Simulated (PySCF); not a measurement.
System: C3H7PSi (SMILES C[SiH](C)C#P).

```xyz
12

C    -0.3051    1.6302    0.2817
Si    0.1828   -0.0047   -0.5566
C    -0.8668   -1.4364    0.1238
C     1.9607   -0.3504   -0.1676
P     3.4589   -0.6421    0.1611
H     0.3011    2.4530   -0.0849
H    -1.3455    1.8744    0.0871
H    -0.1734    1.5796    1.3589
H     0.0424    0.0960   -2.0199
H    -0.5840   -2.3806   -0.3317
H    -0.7474   -1.5421    1.1984
H    -1.9225   -1.2775   -0.0765
```

Geometry: GFN2-xTB.

Computed with PySCF 2.14.0, PBE0/pcSseg-1, SCF density, gas phase, non-relativistic.

Predict the electron density and electron localisation function between the atoms.

Answer. C–P (1.56 Å): ρ is about 1.5 e/Å³ halfway; the ELF peaks at about 0.90 between the atoms, as expected for a covalent bond.
C–Si (1.85 Å): ρ is about 0.93 e/Å³ halfway; the ELF peaks at about 0.95 between the atoms (localised, covalent bonding).
C–H (1.09 Å): the density is about 1.9 e/Å³ at the midpoint; the ELF climbs to about 1 towards the hydrogen, as it does in any bond to H; a covalent bond by its length.
C–Si (1.90 Å): ρ at the midpoint is about 0.92 e/Å³; the ELF peaks at about 0.95 between the atoms (a covalent bond).

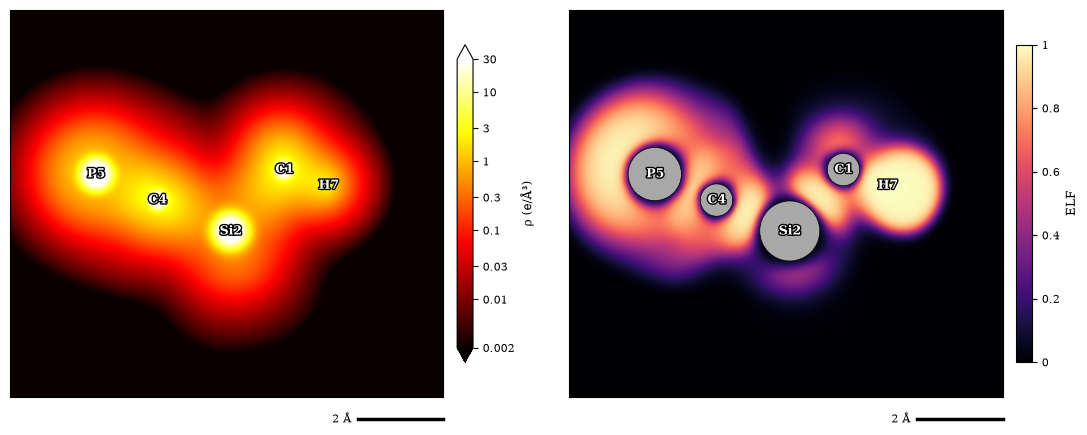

Computed electron density and electron localisation function on the plane of atoms Si2, C1 and H7, in this order. Grey discs cover the atomic cores in the ELF map. 
